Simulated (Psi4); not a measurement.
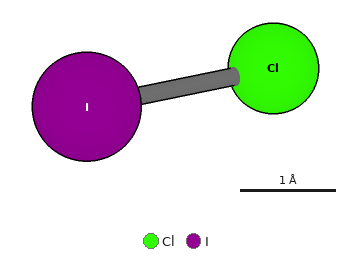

Figure 1. The structure as given in the input (ball-and-stick view, seen at a tilt). Bond lengths as drawn: Cl–I 2.31 Å.

# Single-point calculation, with input and output: ICl

- system: ICl (iodine monochloride), multiplicity 3
- method: DSD-PBEP86/def2-TZVP, UKS, core potentials def2 (Psi4 1.11)

The geometry is that of the parent species in another charge or spin state. The geometry comes from this level: PBE0-D4/def2-TZVP.

Input (cli_ase.py):
```python
import numpy as np
from ase.calculators.psi4 import Psi4
from ase.io import read

mol = read('cli.xyz')
calc = Psi4(atoms=mol, method='dsd-pbep86', basis='def2-TZVP', memory='2200MB', num_threads=1, charge=0, multiplicity=3, label='psi4-calc', reference='uks')
calc.psi4.set_options({'puream': True, 'e_convergence': 1e-09, 'd_convergence': 1e-08, 'scf_type': 'pk', 'dft_radial_points': 99, 'dft_spherical_points': 590, 'num_frozen_docc': 9, 'maxiter': 100})
mol.calc = calc

print(f'energy: {mol.get_potential_energy():.6f} eV')
```

File cli.xyz:
```
2
ClI
Cl     0.000000     0.000000    -0.002580
I      0.000000     0.000000     2.309100
```

Machine: 1 thread of AMD EPYC (Zen 5), 32 GiB of memory available, shared host.

Run as:
```bash
python cli_ase.py
```

What the program printed:
```
=> Loading Basis Set <=

    Name: DEF2-TZVP
    Role: ORBITAL
    Keyword: BASIS

    !!!  WARNING: ECP capability is in beta. Please check occupations closely.  !!!

         ---------------------------------------------------------
                                   SCF
                              UKS Reference
                        1 Threads,   2098 MiB Core
         ---------------------------------------------------------

  ==> Geometry <==

    Molecular point group: c1
    Full point group: C_inf_v

    Geometry (in Angstrom), charge = 0, multiplicity = 3:

       Center              X                  Y                   Z               Mass
    ------------   -----------------  -----------------  -----------------  -----------------
         CL           0.000000000000     0.000000000000    -1.812296932551    34.968852682000
         I            0.000000000000     0.000000000000     0.499383067449   126.904471900000

  Running in c1 symmetry.

  Rotational constants: A = ************  B =      0.11507  C =      0.11507 [cm^-1]
  Rotational constants: A = ************  B =   3449.67948  C =   3449.67948 [MHz]
  Nuclear repulsion =   97.288688112000784

  Charge       = 0
  Multiplicity = 3
  Electrons    = 42
  Nalpha       = 22
  Nbeta        = 20

  ==> Algorithm <==

  SCF Algorithm Type is PK.
  DIIS enabled.
  MOM disabled.
  Fractional occupation disabled.
  Guess Type is SAD.
  Energy threshold   = 1.00e-09
  Density threshold  = 1.00e-08
  Integral threshold = 1.00e-12

  ==> Primary Basis <==

  Basis Set: DEF2-TZVP
    Blend: DEF2-TZVP
    Number of shells: 29
    Number of basis functions: 87
    Number of Cartesian functions: 101
    Spherical Harmonics?: true
    Max angular momentum: 3

  Core potential: DEF2-TZVP
    Number of shells: 4
    Number of ECP primitives: 29
    Number of ECP core electrons: 28
    Max angular momentum: 3

  ==> DFT Potential <==

   => LibXC <=

    Version 7.1.2

   => Composite Functional: DSD-PBEP86 <=

    DSD-PBEP86 SCS Double Hybrid XC Functional (not dispersion corrected)

    Deriv               =              1
    GGA                 =           TRUE
    Meta                =          FALSE

    Exchange Hybrid     =           TRUE
    MP2 Hybrid          =           TRUE

   => Exchange Functionals <=

    0.2800     XC_GGA_X_PBE

   => Exact (HF) Exchange <=

    0.7200               HF

   => Correlation Functionals <=

    0.4400     XC_GGA_C_P86

   => MP2 Correlation <=

    MP2 SCS Hybrid      =           TRUE
    MP2 OS Alpha        =       0.510000
    MP2 SS Alpha        =       0.360000

   => LibXC Density Thresholds  <==

    XC_GGA_C_P86:  1.00E-15
    XC_GGA_X_PBE:  1.00E-15

   => Molecular Quadrature <=

    Radial Scheme          =       TREUTLER
    Pruning Scheme         =           NONE
    Nuclear Scheme         =       TREUTLER

    Blocking Scheme        =         OCTREE
    BS radius alpha        =              1
    Pruning alpha          =              1
    Radial Points          =             99
    Spherical Points       =            590
    Total Points           =         106183
    Total Blocks           =            908
    Max Points             =            256
    Max Functions          =             82
    Weights Tolerance      =       1.00E-15

  ==> Integral Setup <==

  Using in-core PK algorithm.
   Calculation information:
      Number of atoms:                   2
      Number of AO shells:              29
      Number of primitives:             58
      Number of atomic orbitals:       101
      Number of basis functions:        87

      Integral cutoff                 1.00e-12
      Number of threads:                 1

  Performing in-core PK
  Using 14657412 doubles for integral storage.
  We computed 85521 shell quartets total.
  Whereas there are 94830 unique shell quartets.

  ==> DiskJK: Disk-Based J/K Matrices <==

    J tasked:                  Yes
    K tasked:                  Yes
    wK tasked:                  No
    Memory [MiB]:             1364
    Schwarz Cutoff:          1E-12

  Cached 100.0% of DFT collocation blocks in 0.204 [GiB].

  Minimum eigenvalue in the overlap matrix is 5.4730020497E-03.
  Reciprocal condition number of the overlap matrix is 1.4381952461E-03.
    Using symmetric orthogonalization.

  ==> Pre-Iterations <==

  SCF Guess: Superposition of Atomic Densities via on-the-fly atomic UHF (no occupation information).

   -------------------------
    Irrep   Nso     Nmo
   -------------------------
     A         87      87
   -------------------------
    Total      87      87
   -------------------------

  ==> Iterations <==

                        Total Energy        Delta E     RMS |[F,P]|

   @UKS iter SAD:  -754.19526294785976   -7.54195e+02   0.00000e+00
   @UKS iter   1:  -756.77604640058973   -2.58078e+00   6.29324e-03 DIIS/ADIIS
   @UKS iter   2:  -756.84599981173733   -6.99534e-02   3.52920e-03 DIIS/ADIIS
   @UKS iter   3:  -756.86988244263421   -2.38826e-02   4.08700e-04 DIIS/ADIIS
   @UKS iter   4:  -756.87061794560429   -7.35503e-04   1.67770e-04 DIIS/ADIIS
   @UKS iter   5:  -756.87089519480708   -2.77249e-04   6.97910e-05 DIIS
   @UKS iter   6:  -756.87099884269310   -1.03648e-04   4.04174e-05 DIIS
   @UKS iter   7:  -756.87103126986619   -3.24272e-05   2.51306e-05 DIIS
   @UKS iter   8:  -756.87105543136386   -2.41615e-05   1.19072e-05 DIIS
   @UKS iter   9:  -756.87106238172271   -6.95036e-06   5.81624e-06 DIIS
   @UKS iter  10:  -756.87106353074103   -1.14902e-06   2.01553e-06 DIIS
   @UKS iter  11:  -756.87106363246460   -1.01724e-07   2.86776e-07 DIIS
   @UKS iter  12:  -756.87106363415069   -1.68609e-09   9.49556e-08 DIIS
   @UKS iter  13:  -756.87106363429984   -1.49157e-10   2.50261e-08 DIIS
   @UKS iter  14:  -756.87106363430735   -7.50333e-12   5.85063e-09 DIIS
  Energy and wave function converged.

  ==> Post-Iterations <==

   Electrons on quadrature grid:
      Nalpha   =   22.0000000923 ; deviation = 9.227e-08
      Nbeta    =   20.0000000715 ; deviation = 7.148e-08
      Ntotal   =   42.0000001637 ; deviation = 1.637e-07

   @Spin Contamination Metric:   1.474956756E-02
   @S^2 Expected:                2.000000000E+00
   @S^2 Observed:                2.014749568E+00
   @S   Expected:                1.000000000E+00
   @S   Observed:                1.000000000E+00

    Orbital Energies [Eh]
    ---------------------

    Alpha Occupied:

       1A   -103.667464     2A    -10.173848     3A     -7.744484
       4A     -7.737819     5A     -7.732640     6A     -7.496513
       7A     -5.412129     8A     -5.404949     9A     -5.392821
      10A     -2.231727    11A     -2.229859    12A     -2.220119
      13A     -2.214400    14A     -2.212982    15A     -1.041571
      16A     -0.881312    17A     -0.542951    18A     -0.487403
      19A     -0.460108    20A     -0.400769    21A     -0.367375
      22A     -0.274174

    Alpha Virtual:

      23A      0.189849    24A      0.194225    25A      0.209884
      26A      0.240155    27A      0.245198    28A      0.252220
      29A      0.273755    30A      0.276858    31A      0.390300
      32A      0.450208    33A      0.457843    34A      0.494757
      35A      0.559649    36A      0.559663    37A      0.616897
      38A      0.631969    39A      0.632856    40A      0.951162
      41A      0.954504    42A      0.954668    43A      0.957794
      44A      0.982614    45A      1.026248    46A      1.050030
      47A      1.149768    48A      1.226572    49A      1.257349
      50A      1.456835    51A      1.463438    52A      1.486924
      53A      1.495345    54A      1.517454    55A      1.520391
      56A      1.968567    57A      1.968579    58A      2.036172
      59A      2.044335    60A      2.098264    61A      2.279133
      62A      2.279192    63A      2.288493    64A      2.288505
      65A      2.363564    66A      2.374302    67A      2.420059
      68A      2.422776    69A      2.434109    70A      2.766846
      71A      3.253520    72A      3.253539    73A      3.263048
      74A      3.263114    75A      3.373384    76A      3.389921
      77A      3.667461    78A      4.322748    79A     11.194411
      80A     11.202538    81A     11.388327    82A     25.073891
      83A     34.863271    84A     34.873487    85A     34.960214
      86A     42.972003    87A    118.414723

    Beta Occupied:

       1A   -103.658933     2A    -10.165474     3A     -7.727682
       4A     -7.725286     5A     -7.722690     6A     -7.486158
       7A     -5.395378     8A     -5.394380     9A     -5.390043
      10A     -2.218409    11A     -2.217679    12A     -2.211343
      13A     -2.209022    14A     -2.207909    15A     -0.982812
      16A     -0.785631    17A     -0.454797    18A     -0.442220
      19A     -0.403677    20A     -0.344561

    Beta Virtual:

      21A     -0.126463    22A     -0.009467    23A      0.212530
      24A      0.218066    25A      0.223494    26A      0.283541
      27A      0.283744    28A      0.290678    29A      0.302336
      30A      0.304081    31A      0.411462    32A      0.471888
      33A      0.473351    34A      0.545961    35A      0.576815
      36A      0.576972    37A      0.657036    38A      0.661878
      39A      0.673193    40A      0.991865    41A      0.991919
      42A      0.993525    43A      0.993834    44A      1.005563
      45A      1.070723    46A      1.072544    47A      1.175930
      48A      1.267673    49A      1.270459    50A      1.498830
      51A      1.499108    52A      1.508021    53A      1.540455
      54A      1.540544    55A      1.548396    56A      1.979071
      57A      1.979122    58A      2.061021    59A      2.063849
      60A      2.125860    61A      2.299146    62A      2.299203
      63A      2.300456    64A      2.300460    65A      2.388818
      66A      2.391878    67A      2.441244    68A      2.442822
      69A      2.448396    70A      2.789664    71A      3.260587
      72A      3.260603    73A      3.269983    74A      3.270103
      75A      3.385557    76A      3.396159    77A      3.681596
      78A      4.340155    79A     11.207046    80A     11.207470
      81A     11.409180    82A     25.085382    83A     34.873620
      84A     34.875203    85A     34.966387    86A     42.977218
      87A    118.415474

    Final Occupation by Irrep:
              A
    DOCC [    20 ]
    SOCC [     2 ]
    NA   [    22 ]
    NB   [    20 ]

  @UKS Final Energy:  -756.87106363430735

   => Energetics <=

    Nuclear Repulsion Energy =             97.2886881120007843
    One-Electron Energy =               -1346.6804158123052275
    Two-Electron Energy =                 506.9603010827710250
    DFT Exchange-Correlation Energy =     -14.4396370167739079
    Empirical Dispersion Energy =           0.0000000000000000
    VV10 Nonlocal Energy =                  0.0000000000000000
    Total Energy =                       -756.8710636343073475

  UHF NO Occupations:
  HONO-2 :   20  A 1.9972038
  HONO-1 :   21  A 1.0000000
  HONO-0 :   22  A 1.0000000
  LUNO+0 :   23  A 0.0027962
  LUNO+1 :   24  A 0.0019251
  LUNO+2 :   25  A 0.0015289
  LUNO+3 :   26  A 0.0004922

Computation Completed

Properties will be evaluated at   0.000000,   0.000000,   0.000000 [a0]

Properties computed using the SCF density matrix

 Multipole Moments:

 ------------------------------------------------------------------------------------
     Multipole            Electronic (a.u.)      Nuclear  (a.u.)        Total (a.u.)
 ------------------------------------------------------------------------------------

 L = 1.  Multiply by 2.5417464519 to convert [e a0] to [Debye]
 Dipole X            :          0.0000000            0.0000000            0.0000000
 Dipole Y            :          0.0000000            0.0000000            0.0000000
 Dipole Z            :         35.4217977          -34.6282319            0.7935658
 Magnitude           :                                                    0.7935658

 ------------------------------------------------------------------------------------

	total time  =          4 seconds =       0.07 minutes

   => Loading Basis Set <=

    Name: (DEF2-TZVP AUX)
    Role: RIFIT
    Keyword: DF_BASIS_MP2

	 --------------------------------------------------------
	                          DF-MP2
	      2nd-Order Density-Fitted Moller-Plesset Theory
	              UMP2 Wavefunction,   1 Threads

	 --------------------------------------------------------

	 --------------------------------------------------------
	                 NBF =    87, NAUX =   297
	 --------------------------------------------------------
	   CLASS    FOCC     OCC    AOCC    AVIR     VIR    FVIR
	   ALPHA       9      22      13      65      65       0
	    BETA       9      20      11      67      67       0
	 --------------------------------------------------------

	-----------------------------------------------------------
	 ==================> DF-MP2 Energies <====================
	-----------------------------------------------------------
	 Reference Energy          =    -756.8710636343073475 [Eh]
	 Singles Energy            =      -0.0000000000000000 [Eh]
	 Same-Spin Energy          =      -0.2520900343589466 [Eh]
	 Opposite-Spin Energy      =      -0.4801122811871885 [Eh]
	 Correlation Energy        =      -0.7322023155461351 [Eh]
	 Total Energy              =    -757.6032659498534940 [Eh]
	-----------------------------------------------------------
	 ================> DF-SCS-MP2 Energies <==================
	-----------------------------------------------------------
	 SCS Same-Spin Scale       =       0.3600000000000000 [-]
	 SCS Opposite-Spin Scale   =       0.5100000000000000 [-]
	 SCS Same-Spin Energy      =      -0.0907524123692208 [Eh]
	 SCS Opposite-Spin Energy  =      -0.2448572634054662 [Eh]
	 SCS Correlation Energy    =      -0.6601647488776083 [Eh]
	 SCS Total Energy          =    -757.5312283831849527 [Eh]
	-----------------------------------------------------------

    DSD-PBEP86 Energy Summary
    -------------------------
    DFT Reference Energy                  =  -756.8710636343073475
    Scaled MP2 Correlation                =    -0.3356096757746869
    @Final double-hybrid DFT total energy =  -757.2066733100820102

	total time  =          0 seconds =       0.00 minutes
```

Key numbers:

```json
{"quantity": "outcome", "value": "converged"}
{"quantity": "total energy", "value": "−757.206673 hartree"}
{"quantity": "SCF energy", "value": "−756.871064 hartree"}
{"quantity": "basis functions", "value": "87"}
{"quantity": "⟨S²⟩", "value": "2.015"}
{"quantity": "wall time", "value": "5.4 s"}
{"quantity": "peak memory", "value": "0.55 GiB"}
```
